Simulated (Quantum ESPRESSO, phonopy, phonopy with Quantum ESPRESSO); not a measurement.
# Grüneisen parameters and expansion of HfO2 (Fm-3m), part 8 of 8

Aim: how the vibrations of HfO2 shift with volume, and the expansion that follows.

Quantum ESPRESSO 7.5; DFT PBE, scalar-relativistic, plane waves, GBRV ultrasoft pseudopotentials.

So far. Step 24 (Lattice dynamics at this volume, V/V0 0.97): The time given is that of the 2 pw.x runs on displaced cells behind this step. Step 25 (Self-consistent run, V/V0 1.05): The run ends at a pressure of -11.05 GPa.

## Step 26: Zone-centre response

In a polar crystal the Born charges and ε∞ give the long-range dipole term that a finite supercell misses. They are those of this k-mesh and were not tested on a denser one; where the gap is small they converge slowly, and the LO modes with them.

The input, ph.in:

```
phonons
&inputph
   prefix = 'x'
   outdir = './tmp'
   fildyn = 'x.dyn'
   tr2_ph = 1.0d-18
   epsil = .true.
/
0.000000000 0.000000000 0.000000000
```

The input, scf.in:

```
&control
   calculation = 'scf'
   prefix = 'x'
   outdir = './tmp'
   pseudo_dir = './pseudo'
   tprnfor = .true.
   tstress = .true.
/
&system
   ibrav = 0
   nat = 3
   ntyp = 2
   ecutwfc = 45.0
   ecutrho = 270.0
   occupations = 'fixed'
   nbnd = 14
/
&electrons
   conv_thr = 1.0d-12
   mixing_beta = 0.7
   electron_maxstep = 100
/
ATOMIC_SPECIES
 Hf    178.4900  Hf.upf
 O      15.9990  O.upf
CELL_PARAMETERS angstrom
     0.000000000    2.582713807    2.582713807
     2.582713807    0.000000000    2.582713807
     2.582713807    2.582713807    0.000000000
ATOMIC_POSITIONS crystal
 Hf     0.000000000   0.000000000   0.000000000
 O      0.250000000   0.250000000   0.250000000
 O      0.750000000   0.750000000   0.750000000
K_POINTS automatic
 8 8 8 0 0 0
```

Started as:

```bash
OMP_NUM_THREADS=1 mpirun -n 4 ph.x -nk 4 -in ph.in > ph.out
```

The log of the run:

```text
[banner, memory and clock lines left out]
Program PHONON v.7.5

     ./tmp/x.save/

     IMPORTANT: XC functional enforced from input :
     Exchange-correlation= PBE
                           (   1   4   3   4   0   0   0)
     Any further DFT definition will be discarded
     Please, verify this is what you really want

     G-vector sticks info

     negative rho (up, down):  1.152E-01 0.000E+00
     Reading collected, re-writing distributed wavefunctions in ./tmp/

     Number and degeneracy of irreps per q-point
[...]
freq (    1) =       0.080355 [THz] =       2.680353 [cm-1]
     freq (    2) =       0.080355 [THz] =       2.680353 [cm-1]
     freq (    3) =       0.080355 [THz] =       2.680353 [cm-1]
[...]
freq (    8) =      15.885739 [THz] =     529.891224 [cm-1]
     freq (    9) =      15.885739 [THz] =     529.891224 [cm-1]
 **************************************************************************

     Mode symmetry, O_h (m-3m)  point group:

     freq (   1-   3) =          2.7  [cm-1]   --> T_1u G_15  G_4- I
     freq (   4-   6) =        172.9  [cm-1]   --> T_1u G_15  G_4- I
     freq (   7-   9) =        529.9  [cm-1]   --> T_2g G_25' G_5+ R
```

The job ended after 1.9 min (4 MPI ranks of Arm Neoverse V1, shared host).

The Born charges sum to zero within 5.8e-4 e; the rest is removed before use. Acoustic frequencies in this log differ from zero by the error of the sum rule, which ph.x does not impose.

## Step 27: A displaced supercell

One atom (for the harmonic constants) or a pair of atoms (for the cubic ones) is moved by a few hundredths of an ångström; the forces on all atoms give a column of force constants. The threshold is tight because the forces are small.

System of this step: HfO2. Symmetry: Imm2, No. 44, orthorhombic system. The conventional cell has a = 7.305 Å, b = 10.331 Å, c = 7.305 Å, α = 90.00°, β = 90.00°, γ = 90.00°. Nearest to Hf lie 8 O at 2.22 to 2.25 Å. Hf has 8 O at 2.24 Å nearest. Nearest to Hf lie 8 O at 2.24 Å. O has 4 Hf at 2.22 to 2.24 Å nearest. Farther neighbours and most contacts between anions are not listed.

The input, disp-00001.in:

```
&control
   calculation = 'scf'
   prefix = 'x'
   outdir = './tmp'
   pseudo_dir = './pseudo'
   tprnfor = .true.
   disk_io = 'none'
/
&system
   ibrav = 0
   nat = 24
   ntyp = 2
   ecutwfc = 45.0
   ecutrho = 270.0
   occupations = 'fixed'
   nbnd = 98
/
&electrons
   conv_thr = 1.0d-11
   mixing_beta = 0.7
   electron_maxstep = 100
/
ATOMIC_SPECIES
 Hf    178.4900  Hf.upf
 O      15.9990  O.upf
CELL_PARAMETERS angstrom
     0.000000000    5.165427614    5.165427614
     5.165427614    0.000000000    5.165427614
     5.165427614    5.165427614    0.000000000
ATOMIC_POSITIONS crystal
 Hf     0.002737844   0.000000000   0.000000000
 Hf     0.500000000   0.000000000   0.000000000
 Hf     0.000000000   0.500000000   0.000000000
 Hf     0.500000000   0.500000000   0.000000000
 Hf     0.000000000   0.000000000   0.500000000
 Hf     0.500000000   0.000000000   0.500000000
 Hf     0.000000000   0.500000000   0.500000000
 Hf     0.500000000   0.500000000   0.500000000
 O      0.125000000   0.125000000   0.125000000
 O      0.625000000   0.125000000   0.125000000
 O      0.125000000   0.625000000   0.125000000
 O      0.625000000   0.625000000   0.125000000
 O      0.125000000   0.125000000   0.625000000
 O      0.625000000   0.125000000   0.625000000
 O      0.125000000   0.625000000   0.625000000
 O      0.625000000   0.625000000   0.625000000
 O      0.375000000   0.375000000   0.375000000
 O      0.875000000   0.375000000   0.375000000
 O      0.375000000   0.875000000   0.375000000
 O      0.875000000   0.875000000   0.375000000
 O      0.375000000   0.375000000   0.875000000
 O      0.875000000   0.375000000   0.875000000
 O      0.375000000   0.875000000   0.875000000
 O      0.875000000   0.875000000   0.875000000
K_POINTS automatic
 3 3 3 0 0 0
```

Started as:

```bash
OMP_NUM_THREADS=1 mpirun -n 2 pw.x -nk 2 -in disp-00001.in > disp-00001.out
```

The log of the run:

```text
[banner, memory and clock lines left out]
Program PWSCF v.7.5

     Message from routine setup:
     using ibrav=0 with symmetry is DISCOURAGED, use correct ibrav instead

     G-vector sticks info

     bravais-lattice index     =            0
     lattice parameter (alat)  =      13.8045  a.u.
     unit-cell volume          =    1860.1392 (a.u.)^3
     number of atoms/cell      =           24
     number of atomic types    =            2
     number of electrons       =       192.00
[...]
atom    1 type  1   force =     0.00000000   -0.00625254   -0.00625254
     atom    2 type  1   force =    -0.00000000    0.00460632    0.00460632
     atom    3 type  1   force =     0.00224437   -0.00231622    0.00236144
[...]
atom   23 type  2   force =     0.00082592    0.00006625    0.00006625
     atom   24 type  2   force =    -0.00095271   -0.00009190   -0.00009190

     Total force =     0.014049     Total SCF correction =     0.000001
     Message from routine punch:
     Nothing written, as per user request (disk_io='none')
[key lines of the parts left out:]
!    total energy              =   -1792.21053346 Ry
convergence has been achieved in  19 iterations
```

Wall time 5.3 min (2 MPI ranks).

## Step 28: Lattice dynamics at this volume, V/V0 1.05

This step: DFT PBE, scalar-relativistic, plane waves, GBRV ultrasoft pseudopotentials (phonopy with Quantum ESPRESSO 4.10.0 / 7.5).

It took 6.2 min on 4 threads.

Phonopy, LO-TO term from ph.x's tensors. Phonon branches along the path, in cm⁻¹:

```
    point  branch 1  branch 2  branch 3  branch 4  branch 5  branch 6  branch 7  branch 8  branch 9
        Γ         0         0         0       173       173       530       530       530       577
        X      -250        69        69       238       245       245       518       518       645
        U      -149        74       118       191       286       305       499       533       615
jump to K      -149        74       118       191       287       305       499       533       615
        Γ         0         0         0       173       173       530       530       530       577
        L        65        65       157       359       359       465       465       469       544
        W        66        75        85       164       164       423       423       586       587
        X      -250        69        69       238       245       245       518       518       645
```

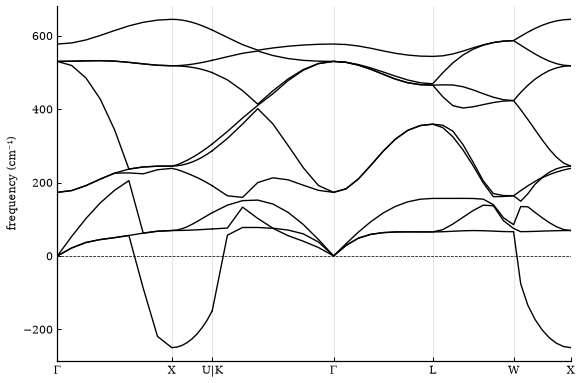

Phonon branches along the path.

The lowest frequency on the path is -250 cm⁻¹, so the cell is unstable here and gives no valid free energy. The highest zone-centre mode (no LO–TO term) moved by -7.1 % for a volume change of +5.0 %.

The time given is that of the 2 pw.x runs on displaced cells behind this step.

## Step 29: How the modes move with volume

This step: DFT PBE, scalar-relativistic, plane waves, GBRV ultrasoft pseudopotentials (phonopy 4.10.0).

Volume series, by row:

```
 V/V0  V (Å³/atom)  pressure (GPa)  E - E0 (meV/atom)  gap (eV)  zero-point energy (meV/atom)  lowest on the path (cm⁻¹)  highest at Gamma without the LO-TO term (cm⁻¹)
 0.97        10.61           8.205              8.886     3.903                             -                     -204.1                                           597.6
0.985        10.77           3.957              2.332     3.862                             -                     -215.1                                             584
    1        10.94            0.03                  0     3.821                             -                     -224.8                                           570.8
1.015         11.1          -3.609              1.468      3.78                             -                       -233                                           558.3
 1.03        11.27          -6.949              6.541      3.74                             -                     -240.3                                           546.1
 1.05        11.49          -11.05              18.45     3.687                             -                     -249.9                                             530
```

The optical frequency at Gamma without the LO-TO term by V/V0:

```
  V/V0  mode 4 (cm⁻¹)  mode 7 (cm⁻¹)
0.9700            260            598
0.9850            244            584
1.0000            228            571
1.0150            212            558
1.0300            196            546
1.0500            173            530
```

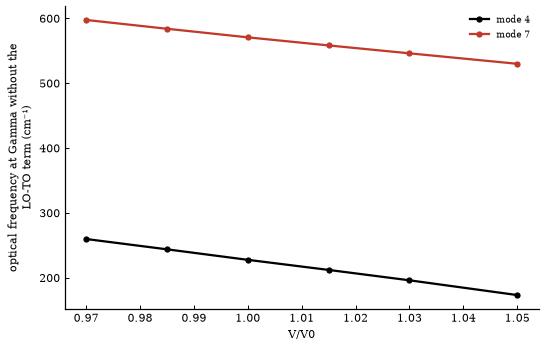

Optical frequency at Gamma without the LO-TO term, plotted against V/V0.

The printed pressures lie 0.31 GPa below −dE/dV of the same runs on average, in a series that spans 19 GPa: energy and stress disagree, as they do when the basis is incomplete, so the pressures are not converged.

## Step 30: Summary of results

```json
{
 "lowest frequency over the volumes": "-250 cm⁻¹"
}
```

In words: Imaginary modes appear at V/V0 = 0.97, 0.985, 1, 1.015, 1.03 and 1.05, so too few stable volumes remain for a free-energy fit. Mode Grüneisen parameters diverge near a vanishing branch and are not given. The printed pressures lie 0.31 GPa below −dE/dV of the same runs on average, in a series that spans 19 GPa: energy and stress disagree, as they do when the basis is incomplete, so the pressures are not converged. The starting cell comes from a crystallographic database, so the instability may belong to the level of theory or to the 0 K harmonic picture and not to the crystal. The supercell is small, so only a few wavevectors are exact. The supercell is small: only its own wavevectors are exact, and branches between them are interpolated and can be misplaced.

[Logs are printed without paths, hosts, clocks, repeated set-up lines and the standing remarks that a program may print on its own settings, such as how far it seeks lower states.]

[Hosts, paths, dates, database ids (printed as entryN), source tags and the programs' standing remarks are cut or masked in the printed files.]

[A step with changed settings may run another functional than the one named; its input shows which.]

[Of the runs on displaced cells, only some may be shown.]
